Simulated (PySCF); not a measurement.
**CH6N2OSi (SMILES N[SiH2]NC=O) at TPSSh/cc-pVDZ**

What is the vertical ionisation energy of CH6N2OSi at TPSSh/cc-pVDZ? The job is set up through a Python script.

The results are computed with PySCF 2.14.0.

## 1. The structure to begin with

The species is CH6N2OSi (11 atoms), meant as a singlet with charge 0. SMILES: `N[SiH2]NC=O`. The shape is that of a GFN2-xTB optimisation. This is one conformer, not always the lowest.

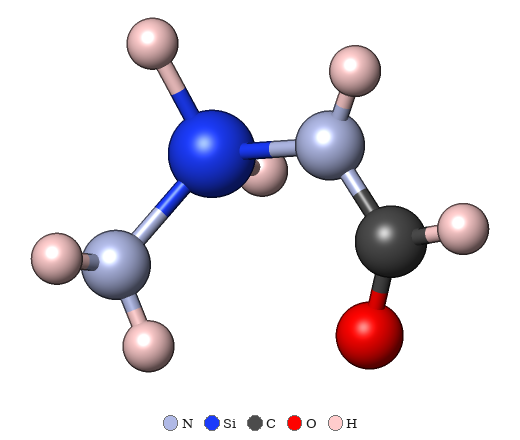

The structure, seen from a chosen angle (nitrogen light blue, silicon blue, carbon dark grey, oxygen red, hydrogen pink).

## 2. The energy at TPSSh/cc-pVDZ

Input file mol.xyz:

```xyz
11

N     -1.686750     0.311930     0.662140
Si    -0.059650    -0.036840     1.065550
N      0.968180    -0.557680    -0.286540
C      0.964340     0.156740    -1.420360
O      0.283530     1.140370    -1.585160
H     -2.341180    -0.438170     0.503130
H     -1.835880     1.046740    -0.014090
H     -0.037400    -1.214300     1.928670
H      0.533150     1.181220     1.600960
H      1.578300    -1.356310    -0.242180
H      1.633370    -0.233690    -2.212120
```

Input file run.py:

```python
# N[SiH2]NC=O
from pyscf import gto, dft

system = gto.M(
    atom='mol.xyz',
    basis='cc-pvdz',
    max_memory=1860,
    verbose=3,
)

myscf = dft.RKS(system)
myscf.xc = 'tpssh'
myscf.grids.level = 6
myscf.conv_tol = 1e-10
myscf.kernel()
if not myscf.converged:
    myscf = myscf.newton().run(myscf.mo_coeff, myscf.mo_occ)

e_tot = myscf.e_tot
print('Final energy', e_tot)
```

Run with:

```console
OMP_NUM_THREADS=1 python run.py
```

The program printed:

```text
converged SCF energy = -516.024611093461
Final energy -516.0246110934612
```

Run time: 72 s. Hardware: 1 thread of Intel Xeon Platinum 8488C (Sapphire Rapids), shared host; peak memory 0.61 GiB.

## 3. The doublet cation

Input file input.py:

```python
from pyscf import gto, dft

mol = gto.M(
    atom='''
N     -3.187496     0.589462     1.251263
Si    -0.112722    -0.069618     2.013598
N      1.829595    -1.053862    -0.541482
C      1.822338     0.296196    -2.684091
O      0.535794     2.154987    -2.995518
H     -4.424189    -0.828021     0.950778
H     -3.469310     1.978052    -0.026626
H     -0.070676    -2.294694     3.644658
H      1.007507     2.232182     3.025376
H      2.982555    -2.563054    -0.457654
H      3.086622    -0.441610    -4.180301
''',
    charge=1,
    verbose=3,
    spin=1,
    max_memory=1860,
    basis='cc-pvdz',
    unit='bohr',
)

mf = dft.UKS(mol, xc='tpssh')
mf.grids.level = 6
mf.conv_tol = 1e-10
mf.kernel()
if not mf.converged:
    mf = mf.newton().run(mf.mo_coeff, mf.mo_occ)

energy = mf.e_tot
print('Final energy', energy)
```

Run with:

```console
OMP_NUM_THREADS=1 python input.py
```

The program printed:

```text
converged SCF energy = -515.698854175949  <S^2> = 0.75844564  2S+1 = 2.0084279
Final energy -515.698854175949
```

Wall time 2.8 min (1 thread of Intel Xeon Platinum 8488C (Sapphire Rapids), shared host); peak memory 0.61 GiB.

## 4. What came out

Level: TPSSh/cc-pVDZ.

| quantity | value |
| --- | --- |
| singlet CH6N2OSi: total energy | -516.02461 Eh |
| singlet CH6N2OSi: dipole moment | 2.91 D |
| singlet CH6N2OSi: HOMO energy | -6.16 eV |
| singlet CH6N2OSi: LUMO energy | 0.08 eV |
| singlet CH6N2OSi: HOMO–LUMO gap | 6.25 eV |
| doublet cation: total energy | -515.69885 Eh |
| doublet cation: HOMO energy (highest over α and β) | -12.83 eV |
| doublet cation: LUMO energy (lowest over α and β) | -11.56 eV |
| doublet cation: ⟨S²⟩ | 0.758 |
| vertical ionisation energy (to the doublet cation) | 8.864 eV |

In words: Removing an electron at fixed nuclei costs 8.86 eV (204 kcal/mol). The negative HOMO energy of the first species, 6.16 eV, lies 2.70 eV below that difference. Mulliken charges (doublet cation) run from -0.24 on N3 to +0.45 on Si2.
